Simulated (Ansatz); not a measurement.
Consider H$_{3}$OSSi (doublet).

Input

```
crystal:
  periodic: [false, false, false]
  atoms:
    - {symbol: O, position_ang: [-1.287813, -0.564458, -0.628683]}
    - {symbol: Si, position_ang: [0.236983, 0.059690, -0.670807]}
    - {symbol: S, position_ang: [0.959746, 0.825224, 1.193923]}
    - {symbol: H, position_ang: [-1.490687, -1.198944, 0.061588]}
    - {symbol: H, position_ang: [0.135899, 1.227409, -1.584857]}
    - {symbol: H, position_ang: [1.445872, -0.348920, 1.628835]}
basis:
  gaussian: {orbitals: def2-TZVPP}
magnetization: {spin_polarized: true, initial_magnetization: 1}
hamiltonian: {xc: pbe0, dispersion: d4}
output: {orbitals: {seedname: orbitals}}
```

Command:

```sh
ansatz run in.yaml --threads 2 --pin off --events-out ev --progress --plain --max-ram 4352MiB
```

Geometry: PBE0-D4/def2-TZVP.

These are results of UKS PBE0-D4/def2-TZVPP in Ansatz 0.2.0, not measurements.

### What can the converged electron density, electron localisation function and spin density tell about the bonding?

Si–S (2.14 Å): ρ is about 0.82 e/Å³ halfway; the ELF peaks at about 0.90 between the atoms (a covalent bond).
Si–H (1.49 Å): ρ at the midpoint is about 0.83 e/Å³; the ELF climbs to about 1 towards the hydrogen, as it does in any bond to H.
The unpaired spin (1 electron) lies mostly on Si2 (about 0.7), S3 (about 0.1) and O1 (about 0.1), in electrons by Hirshfeld's partition.

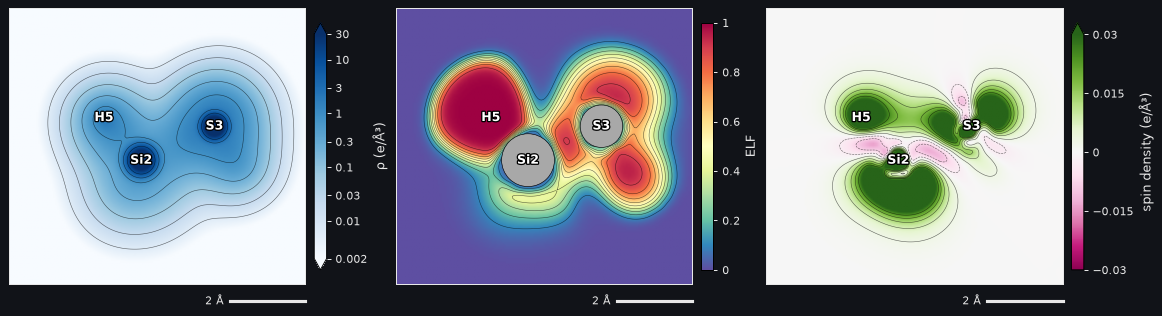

Computed electron density, electron localisation function and spin density on the plane of atoms S3, Si2 and H5, in this order. Grey discs cover the atomic cores in the ELF map. 
